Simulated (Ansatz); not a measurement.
# Single-point calculation, with input and output: VNH$_{2}$SF$_{2}$

The run: single-point calculation of VNH$_{2}$SF$_{2}$, SMILES [NH2][V]([F])([F])=[S]. Method and program: RKS PBE0-D4/def2-TZVPP (Ansatz 0.2.0).

The geometry comes from this level: PBE0-D4/def2-TZVP.

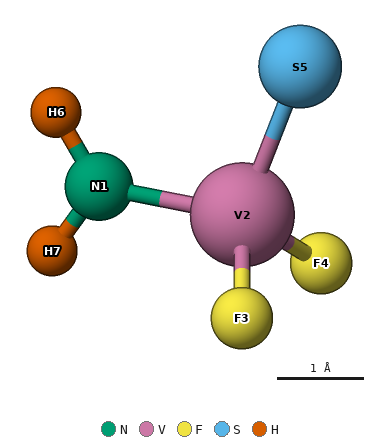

Figure 1. The structure (ball-and-stick view, seen at a tilt; atoms are numbered from 1 in the order of the input). Sticks mark near contacts.

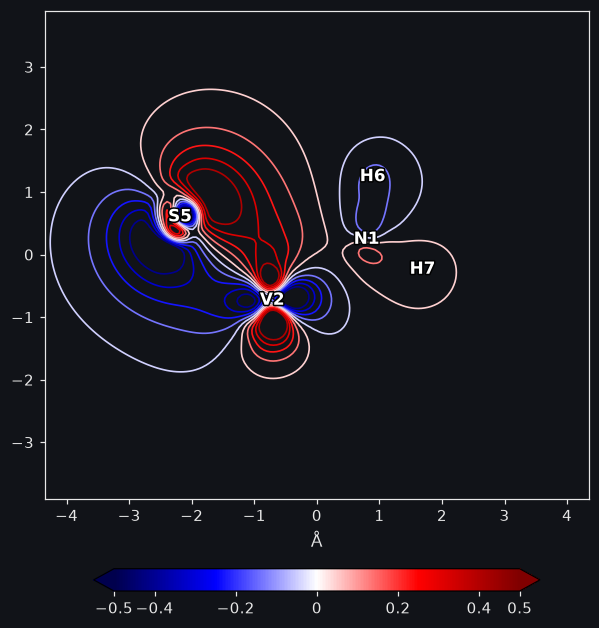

Figure 2. One frontier orbital on the plane of atoms N1, V2 and S5 (values in Å⁻³ᐟ²; the overall sign is arbitrary). The HOMO−1, at −8.60 eV. Its weight (Hirshfeld) is mainly on S5 (65 %) and V2 (25 %).

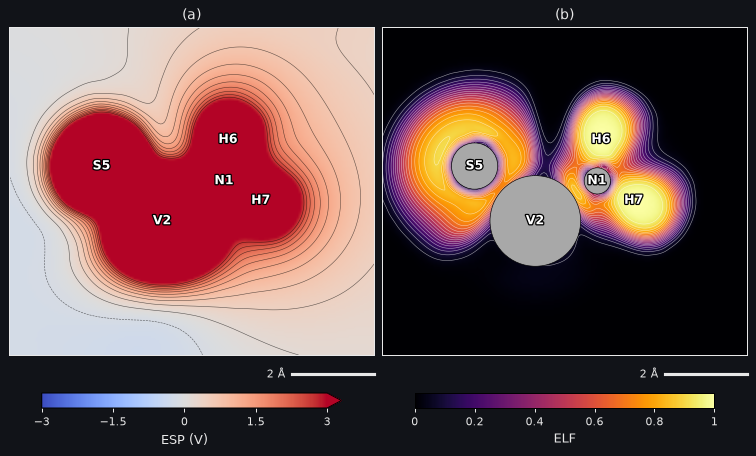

Figure 3. (a) electrostatic potential; (b) electron localisation function on the plane of atoms N1, V2 and S5. Grey discs, where drawn, cover atomic cores. The section cuts through N, V, S and H sites. V–N (1.79 Å): the ELF peaks at about 0.85 in the valence shell of N, 0.6 Å from its nucleus, and is about 0.40 at the midpoint. V–S (1.99 Å): the ELF peaks at about 0.75 in the valence shell of S, 0.8 Å from its nucleus, and is about 0.55 at the midpoint. N–H (1.01 Å): the ELF climbs to about 1 towards the hydrogen, as it does in any bond to H (a covalent bond by its length).

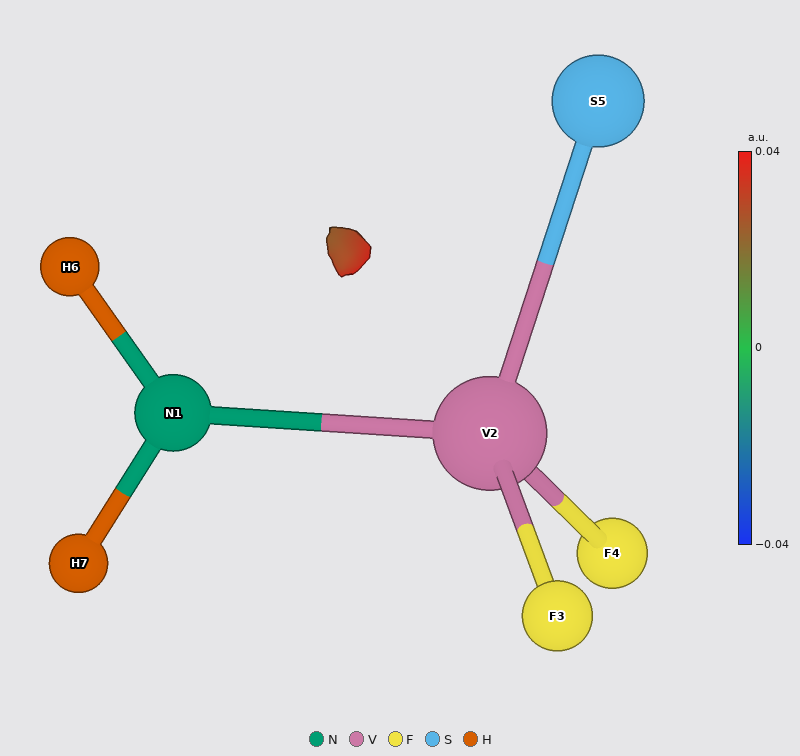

Figure 4. Non-covalent interaction (NCI) plot: the surface where the reduced density gradient is 0.5, for densities under 0.05 a.u., coloured by sign(λ₂)ρ; seen face on.

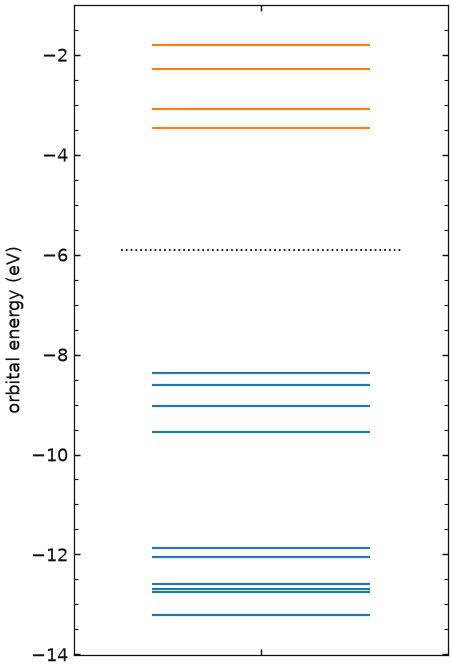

Figure 5. Orbital energies near the frontier; the dotted line parts filled from empty levels, and levels within 0.02 eV of each other stand side by side. Highest filled −8.36 eV, lowest empty −3.46 eV, 4.90 eV apart.

The input that produced these results follows, with the program's output.

**Input file**
```yaml
crystal:
  periodic: [false, false, false]
  atoms:
    - {symbol: N, position_ang: [-0.554045, 0.850399, 0.401226]}
    - {symbol: V, position_ang: [0.328252, -0.571297, -0.248416]}
    - {symbol: F, position_ang: [0.628837, -1.698850, 1.025189]}
    - {symbol: F, position_ang: [-0.629287, -1.343522, -1.461092]}
    - {symbol: S, position_ang: [2.016949, 0.167839, -0.997303]}
    - {symbol: H, position_ang: [-0.271819, 1.817593, 0.396556]}
    - {symbol: H, position_ang: [-1.457787, 0.709637, 0.838340]}
basis:
  gaussian: {orbitals: def2-TZVPP}
hamiltonian: {xc: pbe0, dispersion: d4}
output: {orbitals: {seedname: orbitals}}
```

Launched with:
```bash
ansatz run in.yaml --threads 4 --pin off --events-out ev --progress --plain --max-ram 10444MiB
```

**What the program printed**
```
Functional definition: PBE0
  name "PBE0"
  cite "Adamo & Barone, J. Chem. Phys. 110, 6158 (1999) doi:10.1063/1.478522"
  cite "Perdew, Burke & Ernzerhof, Phys. Rev. Lett. 77, 3865 (1996) doi:10.1103/PhysRevLett.77.3865"
  parent pbe
  parameter a = 0.25
  parameter kappa = 0.804
  parameter beta = 0.06672455060314922
  exchange = (1 - a)*pbe_x(kappa = kappa, mu = beta*pi^2/3) + a*exact_x
  correlation = pbe_c(beta = beta)
1428 factors; their error is unknown
mean field evaluation 1: about -43461.2584 eV, gradient 7.6e1 eV
mean field evaluation 2: about -43358.7227 eV, gradient 2.8e2 eV
mean field evaluation 4: about -43455.8735 eV, gradient 9.9e1 eV
mean field evaluation 8: about -43470.8666 eV, gradient 1.3e-2 eV
mean field -43470.97674641 eV, -1597.5289297443 hartree, gradient 5.2e-5 eV, S^2 0.000000; 0 other end points of the search recorded, 0 dependent functions left out
reference -43470.97677929 eV, -1597.5289309524 hartree; 33, 33 occupied and 194, 194 virtual orbitals, 1428 factors
Total energy: -43471.11712353 eV, -1597.5340885083 hartree
```

**Key numbers**

```tsv
quantity	value
outcome	converged
total energy	−43471.1171 eV
mean-field energy	−43470.9768 eV
dispersion energy	−0.1403 eV
SCF solution under orbital rotations	stable
HOMO	−8.36 eV
LUMO	−3.46 eV
hardware	4 threads of Arm Neoverse N1, 15 GiB of memory available, shared host
wall time	7 s (CPU time 26 s)
peak memory	0.67 GiB
```
